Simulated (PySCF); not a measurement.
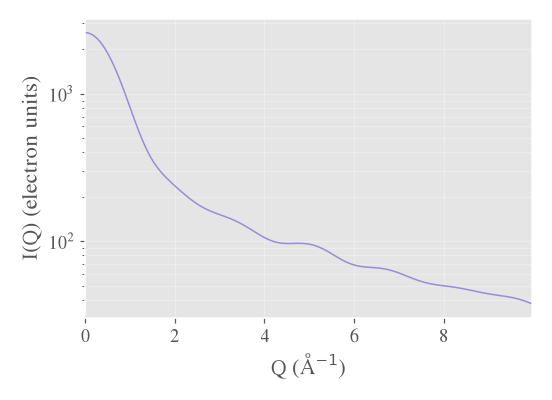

Elastic X-ray scattering of a randomly oriented, rigid molecule, calculated with the Debye equation from neutral-atom form factors (independent atoms, no Compton part, no vibration). The geometry is the end point of an optimisation (PBE0-D3(BJ)/def2-SVP geometry optimisation, gas phase in PySCF 2.14.0, density-fitted response routines); it may be a saddle point or a higher isomer. It contains Cl, C, H.

Question: How many electrons does the independent-atom model of the molecule hold?

Answer: I(0) is the square of the electron number: I(0) = 2600, so about 51 electrons, the count of C5H4Cl counted as neutral atoms.

Question: What radius of gyration does the initial fall-off give?

Answer: From I(Q) ≈ I(0) exp(−Q²R²/3) at small Q, R ≈ 1.96 Å. It is larger than the electron-weighted radius of the nuclear positions alone (1.81 Å), because each atom's electron cloud adds to it.
